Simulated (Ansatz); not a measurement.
One crystal and one scan (scan of one atom of the cell) at two levels, PBE (plane waves to 420 eV, PAW, scalar-relativistic; Ansatz, an electronic-structure program) and r2SCAN (plane waves to 500 eV, PAW, scalar-relativistic; Ansatz), each from its own relaxed cell and on its own mesh. The cell shown is that of PBE.

WSi₂ (MoSi2 type, space group I4/mmm)

```
CELL_PARAMETERS angstrom
     -1.61458     1.61458     3.93362
      1.61458    -1.61458     3.93362
      1.61458     1.61458    -3.93362
ATOMIC_POSITIONS crystal
  W  0.00000 0.00000 0.00000
  Si 0.33458 0.33458 0.00000
  Si 0.66542 0.66542 0.00000
```

Scan: atom 1 (W, nearest neighbour Si at 2.628 Å; its periodic images, 3.2 Å or more away, move with it) is displaced along Cartesian [110], direction (0.707, 0.707, 0.000) in Cartesian axes, by s. The other atoms stay.

The energy includes the smearing's −TS. Spin-orbit coupling is left out, though W is heavy. WSi2 is run without spin polarisation. WSi2 was relaxed with its symmetry unable to fall. (PBE) Left out: 2 of 11 points, with atoms too close for the PAW data. (r2SCAN) Left out: 2 of 11 points, with atoms too close for the PAW data. With partly filled bands, energies and forces of such displacements shift with the k mesh and the smearing. Percentages come from the unrounded values.

| quantity | PBE | r2SCAN | PBE − r2SCAN |
|---|---|---|---|
| Lattice constant a (Å) | 3.229 | 3.212 | +0.017 (+0.5 %) |
| Lattice constant c (Å) | 7.867 | 7.804 | +0.063 (+0.8 %) |
| Relaxed volume (Å³/atom) | 13.67 | 13.42 | +0.25 (+1.9 %) |
| Force constant k = d²E/ds² at s = 0 (finite differences) (eV/Å²) | 10.11 | 11.16 | -1.05 (-9.4 %) |

PBE gives the higher value for: lattice constant a; lattice constant c; relaxed volume. PBE gives the lower value for: force constant k = d²E/ds² at s = 0. Both give the same shape of the curve: a single well with its minimum at or next to zero displacement. Neither level is exact: the differences show how much the result hangs on the functional.

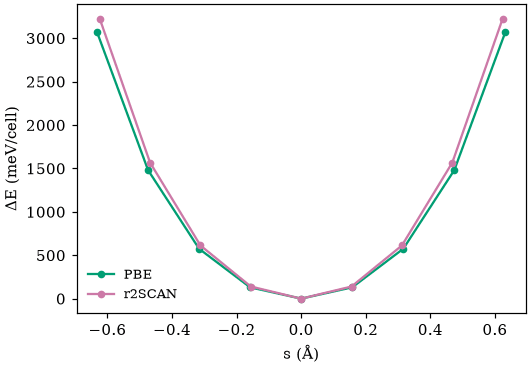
ΔE, each from the undisplaced structure of its own level.

(A displaced cell: forces are minus the slopes of the energy, force constants its curvatures, and phonons follow from these.)
